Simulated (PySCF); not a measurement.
# ClCs (CsCl): the cost of one run

Computed with PySCF 2.14.0 and routines of our own; the level stands in each step. Atoms count from 0.

## (1) The system as given

2 atoms, charge 0, multiplicity 1; geometry from: GFN2-xTB.

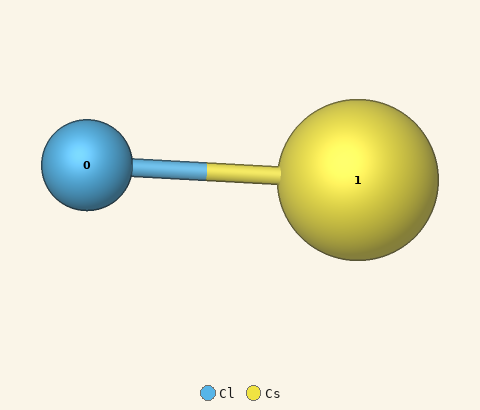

The starting geometry (chlorine blue, caesium yellow); sticks join atoms by distance alone.

## (2) Geometry optimisation at PBE0-D3(BJ)/def2-SVP

The job: settings as JSON, then the geometry in Å.

```
{"job": {"xc": "PBE0", "basis": "def2-SVP", "d3": "d3bj", "grid": 1, "maxiter": 30, "shake": 0.01, "kind": "geom"}, "charge": 0, "multiplicity": 1}
Cl     1.464110    -0.028210     0.001050
Cs    -1.446620    -0.000600    -0.013180
```

On the command line:

```
$ OMP_NUM_THREADS=1 python heavy_run.py task.json out
```

One launch serves the whole session: the jobs run in the order shown.

Q: Estimate the wall time and peak memory of this first job on 1 thread of Arm Neoverse V1, shared host.

About 2.8 s, with a peak of 0.26 GiB.
